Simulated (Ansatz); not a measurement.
```xyz
24

C     3.7186    0.2706   -0.3150
C     3.6018   -0.9316    0.4075
C     2.3470   -1.4269    0.7555
C     1.1701   -0.7288    0.3872
C    -0.1164   -1.2048    0.7238
C    -1.2891   -0.5093    0.3548
C    -2.5800   -0.9873    0.6908
C    -3.7181   -0.2786    0.3115
C    -3.6015    0.9235   -0.4112
C    -2.3463    1.4203   -0.7564
C    -1.1695    0.7231   -0.3866
C     0.1171    1.1996   -0.7223
C     1.2897    0.5038   -0.3539
C     2.5806    0.9809   -0.6917
H     4.7077    0.6490   -0.5820
H     4.5011   -1.4798    0.6971
H     2.2626   -2.3609    1.3167
H    -0.2072   -2.1386    1.2860
H    -2.6767   -1.9200    1.2520
H    -4.7072   -0.6582    0.5769
H    -4.5007    1.4705   -0.7028
H    -2.2618    2.3545   -1.3171
H     0.2080    2.1338   -1.2838
H     2.6772    1.9138   -1.2525
```

Level of theory: Ansatz, DFT PBE0, Gaussian basis def2-TZVP.

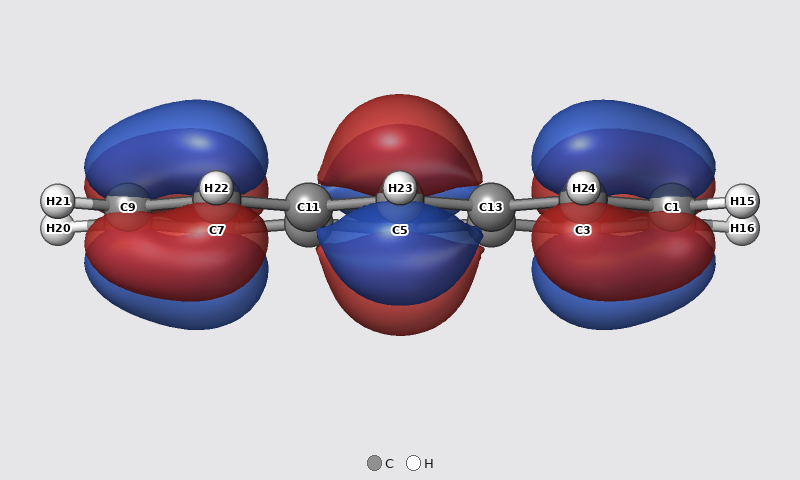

C$_{14}$H$_{10}$ (ant) (charge +1, doublet). One frontier orbital at ±0.08 Å⁻³ᐟ² (blue and red are the two phases), seen from one side.

Which orbital is it: HOMO (α) or LUMO (α)?

The HOMO (α), at −10.38 eV. Its weight (Hirshfeld) is mainly on C5 (about 10 %), C12 (about 10 %), C7 (about 10 %), C3 (about 10 %), C10 (about 10 %) and C14 (about 10 %); it changes sign across the molecular plane (π type); it is gerade (even under inversion).
